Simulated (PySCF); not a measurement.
C$_{3}$H$_{10}$GeSi

```xyz
15

C     0.3721    2.2937    0.4383
C    -0.4501    1.5858   -0.3180
Si   -0.1888   -0.2378   -0.7289
C    -1.7659   -1.2101   -0.2964
Ge    1.6405   -1.0862    0.4738
H     0.2139    3.3375    0.6647
H     1.2574    1.8481    0.8724
H    -1.3241    2.0743   -0.7321
H     0.0599   -0.3604   -2.1774
H    -1.6228   -2.2726   -0.4729
H    -2.6113   -0.8864   -0.8958
H    -2.0337   -1.0826    0.7493
H     1.7630   -2.5828    0.4657
H     2.9934   -0.6454   -0.0060
H     1.6921   -0.7671    1.9413
```

Geometry: GFN2-xTB.

Computed with PBE0/def2-SVPD, SCF density, gas phase (PySCF).

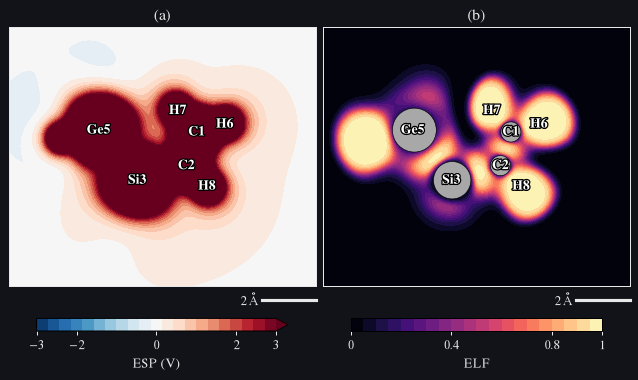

Figure 1. (a) electrostatic potential; (b) electron localisation function on the plane of atoms C2, Si3 and Ge5. Grey discs cover the atomic cores in the ELF map.

Question: What does the map show?

Answer: The plane passes through C, Si, Ge and H nuclei. C–C (1.32 Å): the ELF peaks at about 0.90 between the atoms (a multiple bond). C–Si (1.89 Å): the ELF peaks at about 0.95 between the atoms; localised, covalent bonding. Si–Ge (2.35 Å): the ELF peaks at about 0.95 between the atoms (a shared electron pair). C–H (1.08 Å): the ELF climbs to about 1 towards the hydrogen, as it does in any bond to H: a covalent bond by its length. The potential has no marked negative region in this plane.

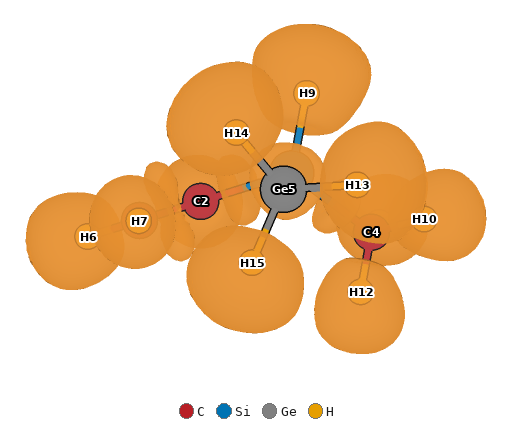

Figure 2. Isosurface of the electron localisation function at 0.85 (orange), seen from one side. Only the valence region is drawn (cores and ρ < 0.01 e/Å³ removed).

Question: Where are the electrons localised?

Answer: The surface consists of one region between bonded C–C atoms (shared pairs), two regions between bonded C–Si atoms (shared pairs), one region between bonded Ge–Si atoms (shared pairs) and ten regions around hydrogen nuclei.

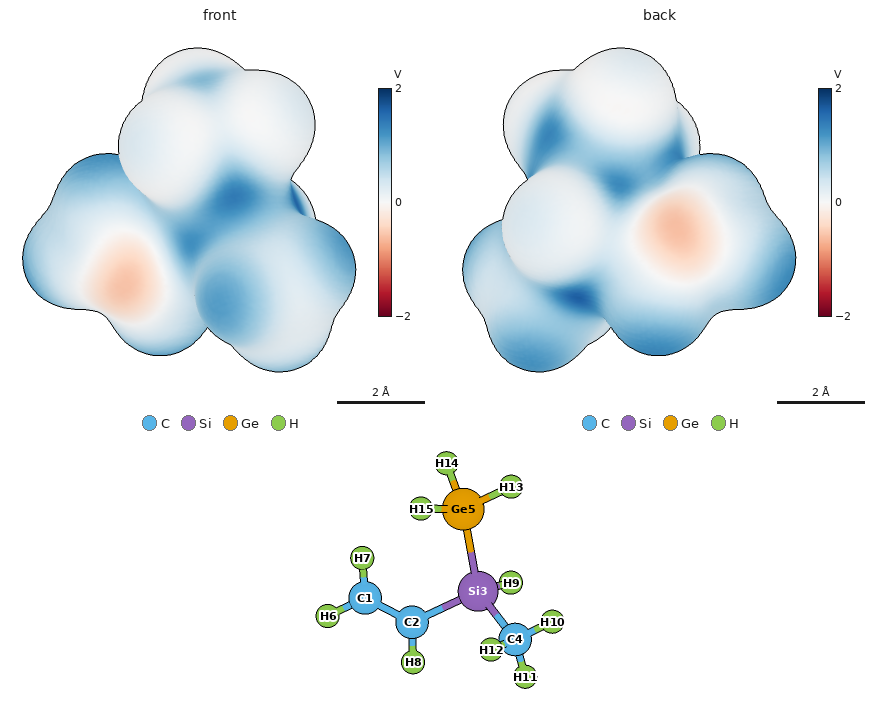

Figure 3. The molecular electrostatic potential painted on the density surface at 0.004 e/bohr³, seen from the front and from behind; the colour scale runs from red (negative) to blue (positive). The bare structure is drawn below in the same view.

Question: Which sites attract a positive test charge, and which a negative one?

Answer: A positive charge is drawn to the negative regions and a negative charge to the positive ones. The most negative region (about −0.6 V, or −14 kcal/mol for a unit charge) lies over the π face of C1 and C2, the most positive (about +1.5 V, or +35 kcal/mol for a unit charge) over Si3.

Question: How polar is the molecule by this calculation?

Answer: Its dipole moment is 1.26 D.
